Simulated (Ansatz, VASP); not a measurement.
# MnCuO2 (Crednerite) in two plane-wave programs

One calculation is typed for both programs; each brings its own data sets and cutoff. How far apart do they land? The cell comes out of earlier VASP steps on this material, which relaxed, scaled or displaced it; both programs get it as it stands.

Calculated with Ansatz 0.2.0; plane waves, with VASP 6.6.1 beside it; relaxation of cell and atoms at PBEsol, DFT+U and zone-centre phonons at PBEsol, DFT+U.

**1. Starting point**

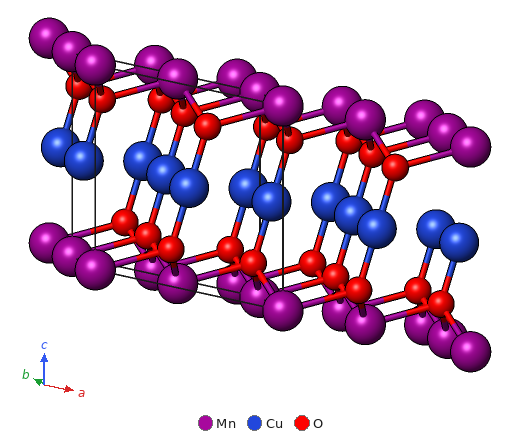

The cell as given, slightly off an axis (manganese purple, copper blue, oxygen red). 2×2×1 cells are drawn. This picture shows the conventional cell, with its axes. Some periodic images of atoms are drawn too.

Structure file:

```xyz
4
Lattice="2.7927 -1.4583 0.0300 2.7927 1.4583 0.0300 -1.4440 0.0000 5.6408" Properties=species:S:1:pos:R:3 pbc="T T T"
Mn    0.0000    0.0000    0.0000
Cu    2.0707    0.0000    2.8504
O     1.9852    0.0000    1.0433
O     2.1561    0.0000    4.6575
```

**2. VASP: relaxation of cell and atoms, PBEsol, DFT+U**

The relaxed volume is the usual yardstick between codes: its relative difference is about their pressure difference at one cell divided by the bulk modulus.

Lines of VASP's logs that name or quote its potential files are left out, and so is its time.

File INCAR:

```
SYSTEM = MnCuO2
PREC = Accurate
ENCUT = 520
EDIFF = 1E-06
NELM = 100
ISMEAR = 0
SIGMA = 0.05
LREAL = .FALSE.
ALGO = Normal
GGA = PS
NBANDS = 26
ISPIN = 2
MAGMOM = 4 0.6 0 0
LDAU = .TRUE.
LDAUTYPE = 2
LDAUL = 2 2 -1
LDAUU = 4 5 0
LDAUJ = 0 0 0
LDAUPRINT = 1
LASPH = .TRUE.
LMAXMIX = 4
LORBIT = 11
LWAVE = .FALSE.
LCHARG = .FALSE.
KPAR = 4
IBRION = 2
NSW = 60
ISIF = 3
EDIFFG = -0.01
```

File POSCAR:

```
MnCuO2
1.0
    2.7926571158     -1.4583286311      0.0299771144
    2.7926571158      1.4583286311      0.0299771144
   -1.4439861849      0.0000000000      5.6408443961
Mn Cu O
1 1 2
Direct
    0.0000000000      0.0000000000      0.0000000000
    0.5000000000      0.5000000000      0.5000000000
    0.4021530575      0.4021530575      0.1806834249
    0.5978469425      0.5978469425      0.8193165751
```

File KPOINTS:

```
Automatic mesh
0
Gamma
9 9 4
0 0 0
```

The projector-augmented-wave data sets are Mn_pv, Cu and O (PBE family, release 64).

Run with:

```bash
mpirun -np 4 vasp_std
```

Numbers of over 12 decimals in the logs are rounded to 6 here.

Log:

```text
[banner, memory and clock lines left out]
running    4 mpi-ranks, on    1 nodes
 distrk:  each k-point on    1 cores,    4 groups
 distr:  one band on    1 cores,    1 groups

 POSCAR found type information on POSCAR MnCuO
 POSCAR found :  3 types and       4 ions
|                                                                             |
|               ----> ADVICE to this user running VASP <----                  |
|                                                                             |
|     You enforced a specific xc type in the INCAR file but a different       |
|     [... a line on the potential file left out ...]
|     I HOPE YOU KNOW WHAT YOU ARE DOING!                                     |
|                                                                             |

 LDA part: xc-table for (Slater+PW92), standard interpolation
 POSCAR, INCAR and KPOINTS ok, starting setup
 FFT: planning ... GRIDC
 FFT: planning ... GRID_SOFT
 FFT: planning ... GRID
 WAVECAR not read
 entering main loop
       N       E                     dE             d eps       ncg     rms          rms(c)
DAV:   1     0.364806769968E+03    0.36481E+03   -0.19053E+04 10496   0.189E+03
DAV:   2     0.896236791704E+01   -0.35584E+03   -0.33333E+03 10252   0.440E+02
DAV:   3    -0.284849427790E+02   -0.37447E+02   -0.36392E+02 11670   0.154E+02
DAV:   4    -0.296473594282E+02   -0.11624E+01   -0.11585E+01 11720   0.281E+01
DAV:   5    -0.296788151170E+02   -0.31456E-01   -0.31436E-01 12172   0.495E+00    0.231E+01
DAV:   6    -0.258104123682E+02    0.38684E+01   -0.31721E+01 14538   0.812E+01    0.204E+01
DAV:   7    -0.257406800816E+02    0.69732E-01   -0.41590E+00 11836   0.389E+01    0.117E+01
DAV:   8    -0.257885792615E+02   -0.47899E-01   -0.71130E-01 12692   0.733E+00    0.704E+00
DAV:   9    -0.257587745322E+02    0.29805E-01   -0.10201E-01 15528   0.883E+00    0.138E+00
DAV:  10    -0.257623379479E+02   -0.35634E-02   -0.36645E-02 12768   0.421E+00    0.278E-01
DAV:  11    -0.257629160706E+02   -0.57812E-03   -0.29339E-03 12658   0.553E-01    0.129E-01
DAV:  12    -0.257629845071E+02   -0.68436E-04   -0.43788E-04 13868   0.406E-01    0.769E-02
DAV:  13    -0.257629999931E+02   -0.15486E-04   -0.11581E-04 14056   0.218E-01    0.267E-02
DAV:  14    -0.257630065511E+02   -0.65580E-05   -0.15826E-05 13760   0.935E-02    0.932E-03
DAV:  15    -0.257630069023E+02   -0.35124E-06   -0.27623E-06  8860   0.264E-02
   1 F= -.25763007E+02 E0= -.25763007E+02  d E =-.257630E+02  mag=     4.0000
 curvature:   0.00 expect dE= 0.000E+00 dE for cont linesearch  0.000E+00
 trial: gam= 0.00000 g(F)=  0.100E-05 g(S)=  0.252E-05 ort = 0.000E+00 (trialstep = 0.100E+01)
 search vector abs. value=  0.352E-05
 reached required accuracy - stopping structural energy minimisation
```

From OUTCAR (step 2):

```text
ion  position               nearest neighbor table
   1  0.000  0.000  0.000-   4 1.95   4 1.95   3 1.95   3 1.95   3 2.24   4 2.24
   2  0.500  0.500  0.500-   3 1.81   4 1.81
   3  0.402  0.402  0.181-   2 1.81   1 1.95   1 1.95   1 2.24
   4  0.598  0.598  0.819-   2 1.81   1 1.95   1 1.95   1 2.24

  LATTYP: Found a base centered monoclinic cell.
 ALAT       =     5.5856360045
 B/A-ratio  =     0.5221710222
 C/A-ratio  =     1.0424476583
 COS(beta)  =    -0.2375784951

 Subroutine GETGRP returns: Found  4 space group operations
 (whereof  4 operations were pure point group operations)

The static configuration has the point symmetry C_2h.

 Found     95 irreducible k-points:

   k-points           NKPTS =     95   k-points in BZ     NKDIM =     95   number of bands    NBANDS=     26

   dimension x,y,z NGX =    24 NGY =   24 NGZ =   48
   dimension x,y,z NGXF=    48 NGYF=   48 NGZF=   96

   ENCUT  =  520.0 eV  38.22 Ry    6.18 a.u.   5.86  5.86 10.83*2*pi/ulx,y,z

   NELECT =      36.0000    total number of electrons

 k-points in reciprocal lattice and weights: Automatic mesh
   0.00000000  0.00000000  0.00000000       0.003
   0.11111111 -0.00000000  0.00000000       0.012
   0.22222222 -0.00000000  0.00000000       0.012
   0.33333333 -0.00000000  0.00000000       0.012
   0.44444444 -0.00000000  0.00000000       0.012
   0.11111111  0.11111111  0.00000000       0.006
   0.22222222  0.11111111  0.00000000       0.012
   0.33333333  0.11111111  0.00000000       0.012
   0.44444444  0.11111111  0.00000000       0.012
[...]
0.33333333  0.11111111  0.50000000       0.012
[...]
0.9528  0.0007  0.0000  0.0000  0.0000
  0.0007  0.9688  0.0000  0.0000  0.0000
  0.0000  0.0000  0.8709 -0.0075 -0.0012
  0.0000  0.0000 -0.0075  0.9691  0.0007
  0.0000  0.0000 -0.0012  0.0007  0.9524

 occupancies and eigenvectors

  o =  0.8699  v =  0.0000  0.0000  0.9978  0.0614  0.0266  0.0000  0.0000  0.0000  0.0000  0.0000      0.0000  0.0000  0.0000  0.0000  0.0000  0.0000  0.0000  0.0000  0.0000  0.0000
  o =  0.8703  v =  0.0000  0.0000  0.0000  0.0000  0.0000  0.0000  0.0000  0.9970  0.0757  0.0135      0.0000  0.0000  0.0000  0.0000  0.0000  0.0000  0.0000  0.0000  0.0000  0.0000
  o =  0.9505  v = -0.8073 -0.5901  0.0000  0.0000  0.0000  0.0000  0.0000  0.0000  0.0000  0.0000      0.0000  0.0000  0.0000  0.0000  0.0000  0.0000  0.0000  0.0000  0.0000  0.0000
  o =  0.9515  v =  0.0000  0.0000  0.0231  0.0567 -0.9981  0.0000  0.0000  0.0000  0.0000  0.0000      0.0000  0.0000  0.0000  0.0000  0.0000  0.0000  0.0000  0.0000  0.0000  0.0000
  o =  0.9524  v =  0.0000  0.0000  0.0000  0.0000  0.0000  0.0000  0.0000  0.0100  0.0458 -0.9989      0.0000  0.0000  0.0000  0.0000  0.0000  0.0000  0.0000  0.0000  0.0000  0.0000
  o =  0.9527  v =  0.0000  0.0000  0.0000  0.0000  0.0000 -0.9989  0.0463  0.0000  0.0000  0.0000      0.0000  0.0000  0.0000  0.0000  0.0000  0.0000  0.0000  0.0000  0.0000  0.0000
  o =  0.9549  v = -0.5901  0.8073  0.0000  0.0000  0.0000  0.0000  0.0000  0.0000  0.0000  0.0000      0.0000  0.0000  0.0000  0.0000  0.0000  0.0000  0.0000  0.0000  0.0000  0.0000
  o =  0.9636  v =  0.0000  0.0000 -0.0628  0.9965  0.0552  0.0000  0.0000  0.0000  0.0000  0.0000      0.0000  0.0000  0.0000  0.0000  0.0000  0.0000  0.0000  0.0000  0.0000  0.0000
  o =  0.9689  v =  0.0000  0.0000  0.0000  0.0000  0.0000  0.0463  0.9989  0.0000  0.0000  0.0000      0.0000  0.0000  0.0000  0.0000  0.0000  0.0000  0.0000  0.0000  0.0000  0.0000
  o =  0.9698  v =  0.0000  0.0000  0.0000  0.0000  0.0000  0.0000  0.0000 -0.0762  0.9961  0.0449      0.0000  0.0000  0.0000  0.0000  0.0000  0.0000  0.0000  0.0000  0.0000  0.0000

 average (electrostatic) potential at core
       1 -70.3858       2 -64.1105       3 -70.6857       4 -70.6857

 E-fermi :   5.0695

 spin component 1
 k-point     1 :       0.0000    0.0000    0.0000
  band No.  band energies     occupation
    ...
     16       2.0837      1.00000
     17       2.1811      1.00000
     18       2.2831      1.00000
     19       2.3611      1.00000
     20       4.8781      1.00000
     21       6.5819      0.00000
     22       6.9990      0.00000
     23      10.9865      0.00000
     24      12.7769      0.00000
     25      17.7051      0.00000
    ...

 k-point     2 :       0.1111   -0.0000    0.0000
  band No.  band energies     occupation
    ...
     16       2.0449      1.00000
     17       2.1091      1.00000
     18       2.2630      1.00000
     19       2.6266      1.00000
     20       4.7026      1.00000
     21       6.2758      0.00000
     22       7.2832      0.00000
     23      11.4905      0.00000
     24      12.9707      0.00000
     25      17.9365      0.00000
    ...

 k-point     3 :       0.2222   -0.0000    0.0000
  band No.  band energies     occupation
    ...
     16       2.1226      1.00000
     17       2.3803      1.00000
     18       2.6387      1.00000
     19       2.9626      1.00000
     20       4.2925      1.00000
     21       5.8082      0.00000
     22       7.7819      0.00000
     23      12.5497      0.00000
     24      13.3798      0.00000
     25      16.4538      0.00000
    ...

 k-point     4 :       0.3333   -0.0000    0.0000
  band No.  band energies     occupation
    ...
     16       2.3126      1.00000
     17       2.7067      1.00000
     18       3.0490      1.00000
     19       3.3769      1.00000
     20       3.9982      1.00000
     21       5.6616      0.00000
     22       8.1264      0.00000
     23      12.5911      0.00000
     24      13.6299      0.00000
     25      15.4399      0.00000
    ...

 k-point     5 :       0.4444   -0.0000    0.0000
  band No.  band energies     occupation
    ...
     16       2.4469      1.00000
     17       2.7614      1.00000
     18       2.9507      1.00000
     19       3.9848      1.00000
     20       4.0756      1.00000
     21       5.7282      0.00000
     22       8.3489      0.00000
     23      11.0641      0.00000
     24      14.3334      0.00000
     25      15.6886      0.00000
    ...

 k-point     6 :       0.1111    0.1111    0.0000
  band No.  band energies     occupation
    ...
     16       2.1172      1.00000
     17       2.1778      1.00000
     18       2.2717      1.00000
     19       2.5308      1.00000
     20       4.5274      1.00000
     21       6.5638      0.00000
     22       7.2566      0.00000
     23      11.4270      0.00000
     24      12.9398      0.00000
     25      17.4822      0.00000
    ...

  Total       -0.0109036     -0.0014686      0.0093073      0.0000000      0.0000000     -0.0006709
  in kB       -0.3791772     -0.0510715      0.3236654      0.0000000      0.0000000     -0.0233304
  external PRESSURE =      -0.0355278 kB  Pullay stress =       0.0000000 kB

  energy-cutoff  :      520.00
  volume of cell :       46.07
      direct lattice vectors                 reciprocal lattice vectors
     2.792657116 -1.458328631  0.029977114     0.178550329 -0.342858248  0.045706669
     2.792657116  1.458328631  0.029977114     0.178550329  0.342858248  0.045706669
    -1.443986185  0.000000000  5.640844396    -0.001897738  0.000000000  0.176792626

 POSITION                                       TOTAL-FORCE (eV/Angst)
 -----------------------------------------------------------------------------------
      0.00000      0.00000      0.00000         0.000000      0.000000     -0.000000
      2.07066      0.00000      2.85040         0.000000     -0.000000     -0.000000
      1.98525      0.00000      1.04332        -0.000288      0.000000     -0.003206
      2.15608      0.00000      4.65748         0.000288      0.000000      0.003206
 -----------------------------------------------------------------------------------
    total drift:                                0.000000     -0.000000      0.000000

  FREE ENERGIE OF THE ION-ELECTRON SYSTEM (eV)
  ---------------------------------------------------
  free  energy   TOTEN  =       -25.7630069023 eV

  energy  without entropy=      -25.7630069023  energy(sigma->0) =      -25.76300690

 reached required accuracy - stopping structural energy minimisation

 total charge
# of ion       s       p       d       tot
------------------------------------------
    1        0.295   6.331   4.847  11.473
    2        0.428   0.331   9.381  10.139
    3        1.552   3.468   0.000   5.021
    4        1.552   3.468   0.000   5.021
--------------------------------------------------
tot          3.827  13.598  14.228  31.654

 magnetization (x)
# of ion       s       p       d       tot
------------------------------------------
    1        0.035   0.033   3.841   3.909
    2        0.011   0.007  -0.024  -0.005
    3        0.006  -0.023   0.000  -0.017
    4        0.006  -0.023   0.000  -0.017
--------------------------------------------------
tot          0.058  -0.006   3.817   3.870

[... 6 further parts left out ...]
```

(Part 1 of 2 ends here.)

[Lines on the potential files, build, host, timing and source positions are cut from VASP's logs without a mark.]

[Logs are printed without paths, hosts, clocks, repeated set-up lines and the standing remarks that a program may print on its own settings, such as how far it seeks lower states.]

[Hosts, paths, dates, database ids (printed as entryN), source tags and the programs' standing remarks are cut or masked in the printed files.]
